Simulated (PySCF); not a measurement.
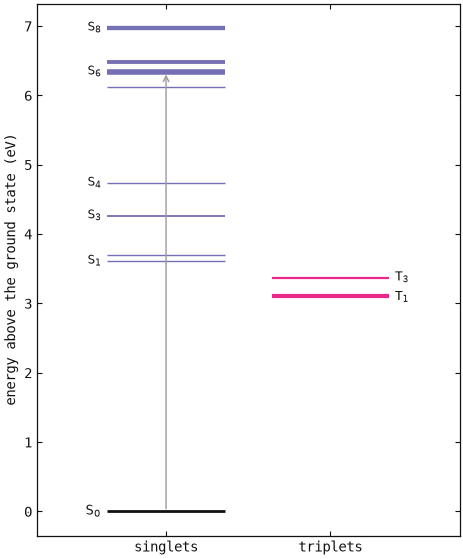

State diagram of C₅H₄OSi, SMILES O=CC#CC#C[SiH3]. Vertical TDDFT excitations, CAM-B3LYP/def2-SVPD in PySCF, at a GFN2-xTB geometry (no frequency check), gas phase. Triplets in the Tamm-Dancoff approximation; only the lowest 8 singlets and 3 triplets were computed. Thicker singlet lines are brighter; the arrow marks the brightest.

What is the vertical gap between S1 and T1?

0.53 eV: S1 at 3.61 eV, T1 at 3.09 eV.

What are the energy, strength and character of the state that the arrow marks?

S6 at 6.34 eV (195 nm), f = 0.828, mixed, the largest part being HOMO−2 → LUMO+1 (33 %).

How many of the triplet levels drawn lie below S1?

3 of 3 (T1 3.09 eV, T2 3.12 eV, T3 3.37 eV; S1 3.61 eV).

Known limits of this run: the tight-binding geometry is rougher than a DFT one and adds to the error; core orbitals are frozen in the response.
